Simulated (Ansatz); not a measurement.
The figure comes from a scan of YPd2Si2 (space group I4/mmm): one Si atom of a 5-atom cell moves by s along Cartesian z, with its periodic images. All values below come from PBEsol (plane waves to 420 eV, PAW, scalar-relativistic; Ansatz, a first-principles code). k mesh 13×13×13 (Γ-centred), Fermi-Dirac smearing 0.05 eV. Energies are smeared free energies. Left out: 1 of 11 points, with atoms too close for the PAW data. With partly filled bands, energies and forces of such displacements shift with the k mesh and the smearing. YPd2Si2 is run without spin polarisation. YPd2Si2 was relaxed with its symmetry unable to fall. ΔE is measured from the undisplaced structure.

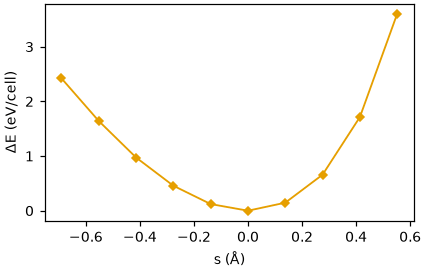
Figure: ΔE (eV/cell) against s (Å); markers are the computed points, lines only join them.

Task: Turn the plot into a table (rounded to what can be read).

Result: To the nearest 0.05:

| s (Å) | ΔE (eV/cell) |
|---|---|
| -0.690 | 2.40 |
| -0.552 | 1.65 |
| -0.414 | 0.95 |
| -0.276 | 0.45 |
| -0.138 | 0.10 |
| 0.000 | 0.00 |
| 0.138 | 0.15 |
| 0.276 | 0.65 |
| 0.414 | 1.70 |
| 0.552 | 3.60 |

(A displaced cell: forces are minus the slopes of the energy, force constants its curvatures, and phonons follow from these.)
